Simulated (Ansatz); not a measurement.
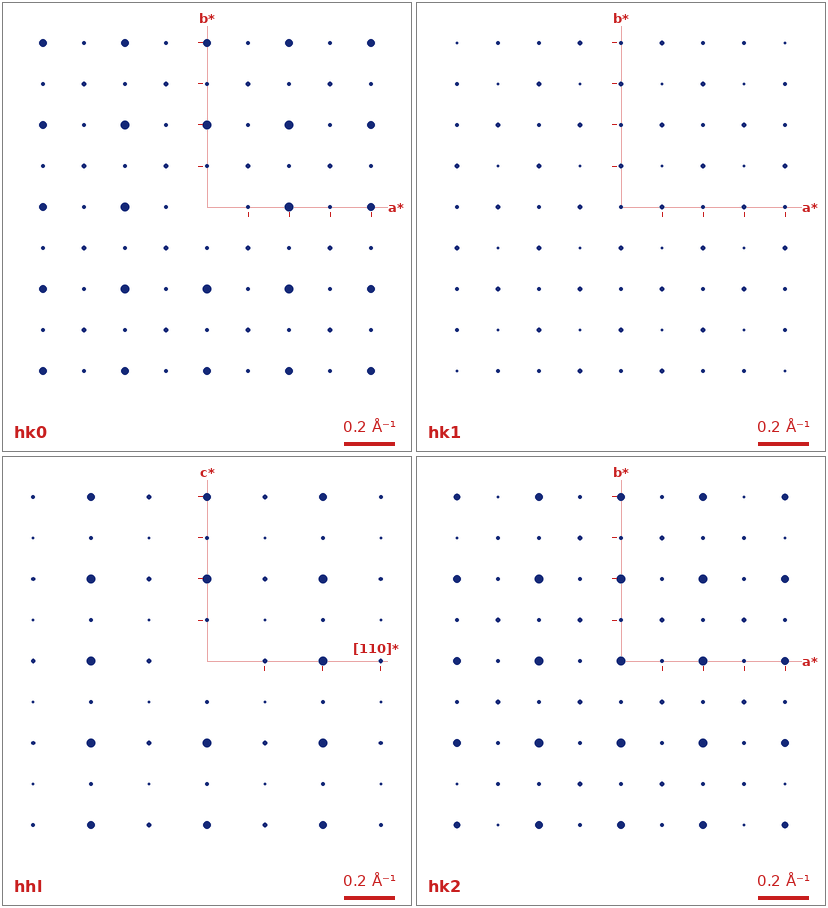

Simulated precession-type sections (X-rays; kinematic intensities, B = 0.5 Å²). The ticks mark integer indices of the conventional cell.

Read the reciprocal cell and give the direct cell.

a* = 0.165, b* = 0.165, c* = 0.165 Å⁻¹; the cell is cubic with a = 6.06 Å.

List the systematic absences.

Reflections are present only under these conditions. hkl: no condition; hk0: no condition; hhl: no condition; h00: no condition. The lattice is primitive (P).

Which space groups fit?

The intensities have Laue symmetry m-3m (the hk0 layer shows 4mm, hk1 shows 4mm). With these conditions the candidates are P432 (No. 207), P-43m (No. 215), Pm-3m (No. 221). Diffraction geometry alone does not choose among them; the structure has Pm-3m. The compound is Ce3GaI3. Structure: the end point of a relaxation (final pressure about 5 GPa) with Ansatz, DFT, PAW plane waves, r2scan; the starting structure was generated, so it need not be a known form of this composition.
